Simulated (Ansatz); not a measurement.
## ZnO, pressure series

Base system: ZnO in the wurtzite structure (space group P6_3mc, No. 186; a = 3.2799 Å, c = 5.2941 Å).

Cell and atoms are relaxed at each pressure.

All numbers come from PBE, PAW, 420 eV (Ansatz, a program for electronic structure; spin-orbit coupling left out), earlier PAW set.

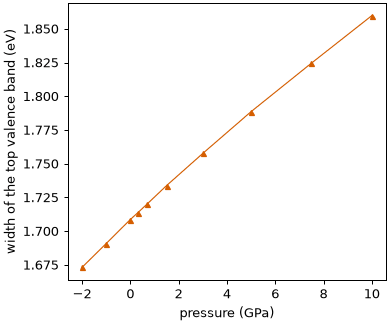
Fig. 1. Width of the top valence band against pressure

```tsv
pressure (GPa)	width of the top valence band
-2	1.67 eV
-1	1.69 eV
0.3	1.71 eV
0.7	1.72 eV
1.5	1.73 eV
3	1.76 eV
5	1.79 eV
7.5	1.82 eV
10	1.86 eV
```

The levels and masses belong to the bands next to the band gap. Load acts through the strain it causes; cell and atoms are relaxed under it. Whether these cells are dynamically stable was not tested. Measured, ZnO leaves this structure (for rock salt) near 9.1 GPa (temperature not stated; as listed in Datta, Sujoy, Jana, Debnarayan, arXiv (2020)), on rising pressure, with hysteresis.
